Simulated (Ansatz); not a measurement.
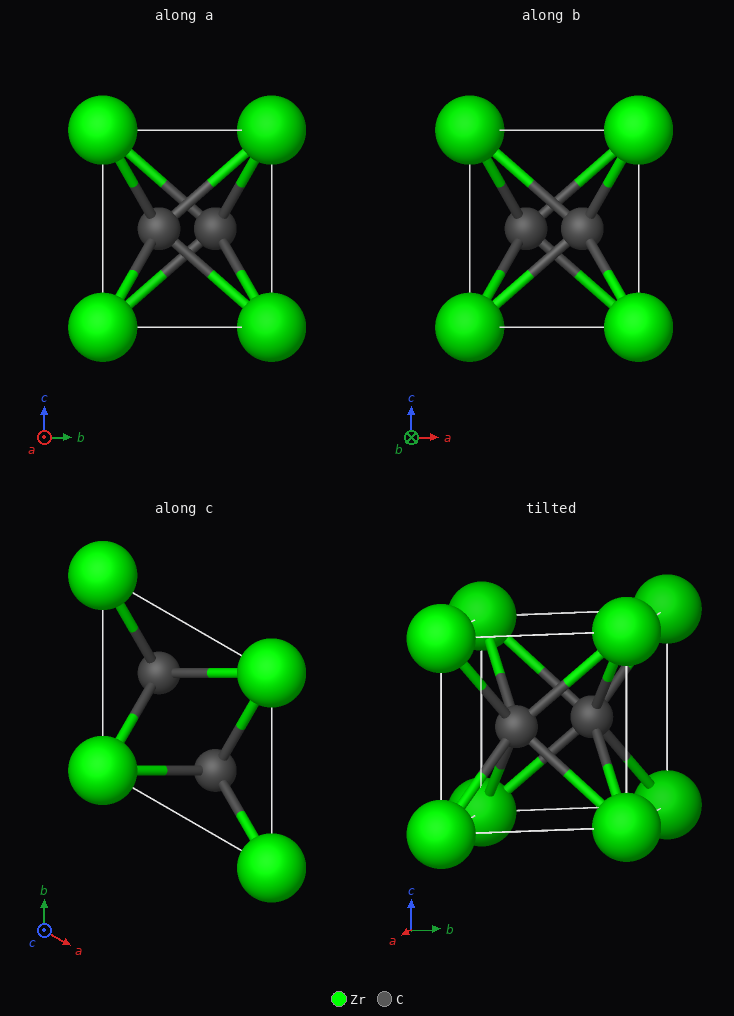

This ball-and-stick model is shown along the a axis, along the b axis, along the c axis and slightly off an axis. Atoms at the boundary of the conventional unit cell (the box) are drawn once for each face, edge or corner they touch.

Lattice parameters: a = 3.2308 Å, b = 3.2308 Å, c = 3.2680 Å, α = 90.000°, β = 90.000°, γ = 120.000°.

### Give the structure in the form of a CIF with its space group and independent sites.

```cif
data_structure
_symmetry_space_group_name_H-M 'P 6/m m m'
_symmetry_Int_Tables_number 191
_cell_length_a 3.2308
_cell_length_b 3.2308
_cell_length_c 3.2680
_cell_angle_alpha 90.000
_cell_angle_beta 90.000
_cell_angle_gamma 120.000
_cell_volume 29.54
loop_
_atom_site_label
_atom_site_type_symbol
_atom_site_symmetry_multiplicity
_atom_site_Wyckoff_symbol
_atom_site_fract_x
_atom_site_fract_y
_atom_site_fract_z
_atom_site_occupancy
Zr1 Zr 1 a 0.0000 0.0000 0.0000 1
C1 C 2 d 0.3333 0.6667 0.5000 1
```

The cell started as a structure type filled with these elements by a generator (whether the compound takes this form wasn't checked). Earlier steps of the study may have refined or changed the cell and positions. It was run through Ansatz as a DFT input.
